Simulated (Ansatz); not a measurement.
# Ti2PS: from the start to rest

The start is Ti2PS, a borrowed structure type, volume estimated. Where does it settle when we relax cell and atoms, and what is it like there?

All numbers below are computed with Ansatz 0.2.0 (DFT, r2SCAN, with U_eff = 3.05 eV on Ti d, collinear spin, plane waves, PAW).

### 1 The cell

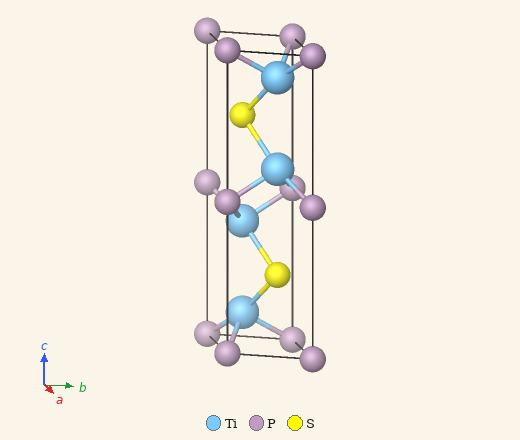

Viewed slightly off an axis; titanium blue, phosphorus pink, sulfur yellow.

The structure is hexagonal, space group P6_3/mmc (No. 194). Conventional cell: a = 3.374 Å, b = 3.374 Å, c = 11.774 Å, α = 90.00°, β = 90.00°, γ = 120.00°. Ti (site symmetry 3m) is surrounded by 3 P at 2.27 Å and 3 S at 2.64 Å. Around P (site symmetry -3m) lie 6 Ti at 2.27 Å. Around S (site symmetry -6m2) lie 6 Ti at 2.64 Å.

Coordinates:

```
CELL_PARAMETERS angstrom
1.68723 2.92236 0.00000
-1.68723 2.92236 0.00000
0.00000 0.00000 11.77379
ATOMIC_POSITIONS crystal
Ti 0.33333 0.33334 0.09900
Ti 0.66666 0.66667 0.59900
Ti 0.33333 0.33334 0.40100
Ti 0.66667 0.66667 0.90100
P 0.00000 0.00000 0.00000
P 0.00000 0.00000 0.50000
S 0.66667 0.66666 0.25000
S 0.33334 0.33333 0.75000
```

The first density is read from a saved solution for the starting cell.

### 2 Relaxing

The input, input.yaml:

```yaml
crystal:
  lattice:
    - [1.68722634, 2.92235982, 0.0]
    - [-1.68722634, 2.92235982, 0.0]
    - [0.0, 0.0, 11.77378867]
  atoms:
    - { symbol: Ti, position: [0.33333, 0.33334, 0.099], spin: 1.0 }
    - { symbol: Ti, position: [0.66666, 0.66667, 0.599], spin: -1.0 }
    - { symbol: Ti, position: [0.33333, 0.33334, 0.401], spin: 1.0 }
    - { symbol: Ti, position: [0.66667, 0.66667, 0.901], spin: -1.0 }
    - { symbol: P, position: [0.0, 0.0, 0.0] }
    - { symbol: P, position: [0.0, 0.0, 0.5] }
    - { symbol: S, position: [0.66667, 0.66666, 0.25] }
    - { symbol: S, position: [0.33334, 0.33333, 0.75] }
  symmetry: { detect: false, time_reversal: true }
kpoints:
  mp_grid: { grid: [8, 8, 2], shift: [0, 0, 0] }
magnetization:
  spin_polarized: true
scf:
  occupations: { method: fermi_dirac }
  lower_state_search: "off"
hamiltonian:
  pseudopotentials: { kind: paw }
  xc: r2scan
  hubbard:
    projectors: all-electron-ortho-atomic
    sites: [{ species: Ti, l: d, u_eff: 3.05 }]
basis:
  ecutwfc: 500
  fft_grid_basis: typed
relax:
  max_steps: 80
  cell: { p_target: 0.0 }
output:
  forces: true
  stress: true
  eigenvalues: true
  bader: true
  populations: true
  elf: true
  write_potential: true
  volumetric_format: npy
  dos:
    e_range: [-12, 8]
    de: 0.05
    projected: { site_lists: { P: [P], S: [S], Ti: [Ti] } }
  write_density: true
checkpoint:
  read: saved_state
```

The run is started by

```
$ ansatz run input.yaml --threads 2 --pin off --max-ram 4096MiB --backend cpu --events-out ev --progress --plain --runs-dir out
```

What does the calculation give? Wanted: moves; energy gained; largest move; cell; volume; pressure at the end; character; Bader charges; net moment.

**Answer**, as computed:

| quantity | value |
| --- | --- |
| moves | 7 |
| energy gained | 497.0 meV/atom |
| largest move | 0.22 Å (Ti) |
| space group (0.01 Å), before / after | P6_3/mmc / Cmcm |
| cell | a = 3.652 Å, b = 3.689 Å, c = 12.347 Å, α = 90.00°, β = 90.00°, γ = 60.33° |
| volume | 18.06 Å³/atom (+24.5 %) |
| pressure at the end | 0.01 GPa |
| character | metal |
| density of states, mean within 0.25 eV of the Fermi level | 2.2 per eV per cell |
| Bader charges | Ti +1.57, P -1.73, S -1.41 e |
| net moment | 0.00 μB per cell |
| largest moment | 1.41 μB on Ti (Bader basin) |

**Reading.** The volume grew by 24.5 %, and the largest move of an atom is 0.22 Å apart from the change of the cell; the energy fell by 497.0 meV per atom. Within 0.01 Å the space group went from P6_3/mmc to Cmcm. The cell is metallic; within 0.25 eV of the Fermi level the density of states averages 2.2 per eV per cell, mostly Ti d (76 %) and P p (14 %). Spin sits mostly on Ti (1.41 μB); the arrangement is compensated, with 0.00 μB net per cell. By Bader's partition Ti gives up most (+1.57 e) and P takes most (-1.73 e).

Keep in mind: the program displaced the start to leave a saddle point; one start, so the state may not be the lowest.
